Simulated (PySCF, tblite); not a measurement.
# C₆H₇ClO₂+ (doublet): geometry, infrared bands and EPR parameters

Wanted: the infrared bands and EPR parameters of C₆H₇ClO₂+ (doublet) (`[CH2+][C](Cl)[C@@H]1O[C@H](C)C1=O`), by calculation.

Programs: tblite 0.8.0 and PySCF 2.14.0, with density-fitted response routines of our own. Each step states its level of theory. These are calculated values for one molecule in the gas phase, unless marked as measured. Atoms are numbered from 0 throughout.

## 1. Starting geometry

16 atoms, charge 1, multiplicity 2; geometry from: force field or distance geometry start.

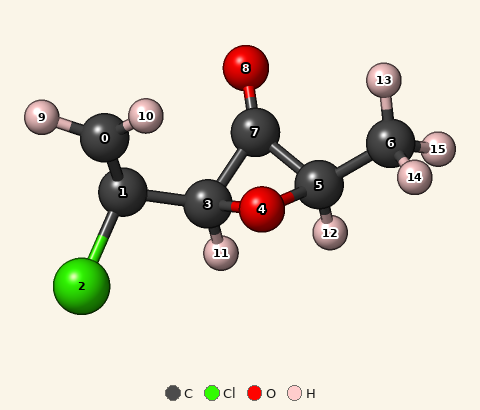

As it starts; carbon dark grey, chlorine green, oxygen red, hydrogen pink, atoms numbered.

## 2. Geometry optimisation with GFN2-xTB

What the job is given:

```
{"job": {"kind": "relax", "xc": "GFN2-xTB", "basis": "xTB"}, "charge": 1, "multiplicity": 2}
C     -2.588900     0.588900     0.300100
C     -1.938900     0.118300    -0.929000
Cl    -2.705700    -1.421000    -1.387200
C     -0.479800    -0.103900    -0.860200
O      0.048100    -0.689600     0.322800
C      1.252900    -0.059000    -0.063900
C      2.220300     0.254700     1.025800
C      0.388100     1.064700    -0.506600
O      0.374400     2.263500    -0.569100
H     -3.628700     0.985800     0.208800
H     -2.162000     0.585000     1.284000
H     -0.042300    -0.637700    -1.723500
H      1.658500    -0.566300    -0.933700
H      2.031000     1.169000     1.587800
H      2.341700    -0.640200     1.689000
H      3.223500     0.364100     0.543500
```

Command:

```
$ OMP_NUM_THREADS=1 python probes_run.py task.json out
```

One launch serves the whole session: the jobs run in the order shown.

**Question.** This job is followed by: GFN2-xTB harmonic vibrations, gas phase; UKS B3LYP, pcH-1 on C Cl H O, non-relativistic, mean-field spin-orbit, GIAO. What will the session give for the following? strongest single infrared mode (GFN2-xTB); zero-point energy (GFN2-xTB); g(iso) (B3LYP); ⟨S²⟩; largest a(iso) (averaged by class).

**Answer**, as computed:

| quantity | value |
| --- | --- |
| strongest single infrared mode (GFN2-xTB) | 1926 cm⁻¹, 447 km/mol |
| zero-point energy (GFN2-xTB) | 70.7 kcal/mol |
| g(iso) (B3LYP) | 2.00670 |
| ⟨S²⟩ | 0.761 (exact 0.75) |
| largest a(iso) (averaged by class) | 1H on H11, 44.9 MHz |

In words: The optimisation took 130 steps and gained 3.070 eV; among the close pairs (by a distance rule), C0–C1 changed most, from 1.468 to 1.348 Å. No mode is imaginary among the 42: a minimum at this level. The strongest single mode, at 1926 cm⁻¹, moves mainly C7 and O8. Unscaled tight-binding wavenumbers are off by several per cent, some by more. Its intensities can rank the bands wrongly. C0 carries the largest spin population, 0.44 e. The isotropic g lies 4.4 ppt above the free-electron value.
